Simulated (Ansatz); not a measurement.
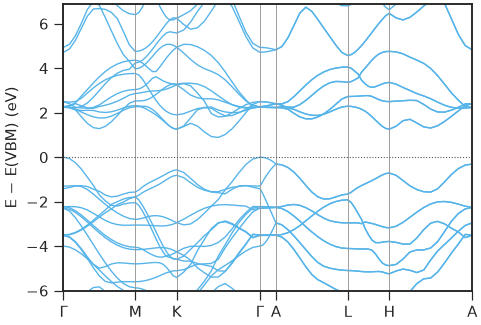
Figure. Band structure from PBE+D3(BJ) (plane waves, PAW; program Ansatz)

Read off the gap and where the band edges lie.

About 0.9 eV (0.88 eV by a search for the band edges); maximum at Γ, minimum on the K–Γ line, 48 % of the way from K.

The material is WS$_{2}$ in space group P6_3/mmc (No. 194; W on 2c, S on 4f).

Symmetry was held in the PBE+D3(BJ) relaxation. No spin polarisation was allowed. Scalar-relativistic: spin–orbit coupling is off unless named, which matters more the heavier the elements.

Potentials: the earlier of the program's two PAW sets.
